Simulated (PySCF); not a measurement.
Input file:

```
{"job": {"kind": "nmr", "xc": "PBE0", "basis": "pcSseg-1"}, "charge": 0, "multiplicity": 1}
C     -2.562112     0.181846     0.307525
Si    -1.349193     0.052693    -1.143285
C      0.391565    -0.038430    -0.440702
C      0.813681    -0.027729     0.855858
C      2.211759    -0.115826     1.015456
C      2.851716    -0.193098    -0.182879
Cl     4.538496    -0.311265    -0.438447
S      1.748527    -0.160063    -1.517328
H     -3.582805     0.234060    -0.057208
H     -2.381674     1.071444     0.903657
H     -2.493024    -0.679414     0.965688
H     -1.602416    -1.160636    -1.930251
H     -1.442402     1.234091    -2.009534
H      0.134603     0.041861     1.686670
H      2.718866    -0.121544     1.962867
```

Launched as:

```sh
OMP_NUM_THREADS=1 python probes_run.py task.json out
```

Geometry: GFN2-xTB.

Theory: PBE0/pcSseg-1, SCF density, gas phase, non-relativistic in PySCF 2.14.0.

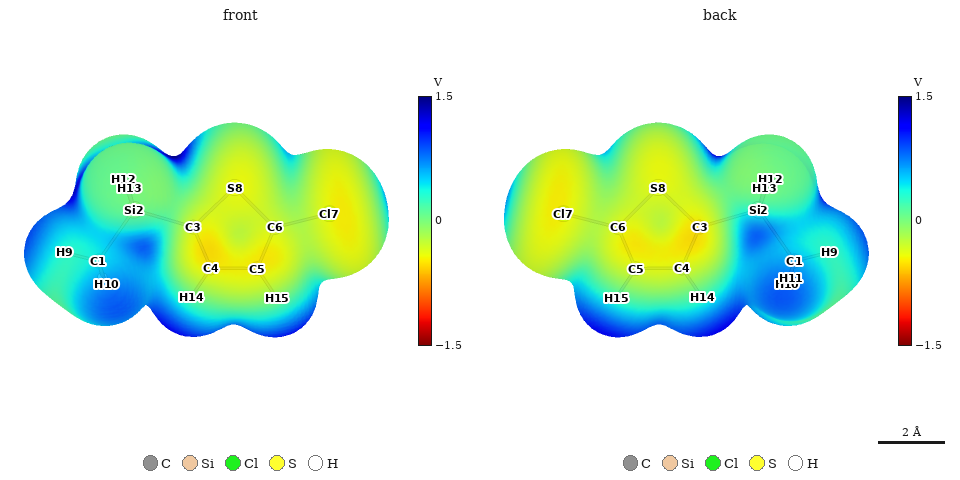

C5H7ClSSi (SMILES C[SiH2]c1ccc(Cl)s1). The molecular electrostatic potential painted on the density surface at 0.002 e/bohr³, seen from the front and from behind; the colour scale runs from red (negative) to blue (positive).

Describe the electrostatic potential map.

Answer. The most negative region (about −0.5 V) lies over the C and Cl atoms, the most positive (about +1.3 V) over Si2. Cl7 shows a σ-hole: about +0.6 V at the tip opposite its bond, against about −0.4 V on its flanks.

How polar is the molecule by this calculation?

Answer. Its dipole moment is 2.12 D.
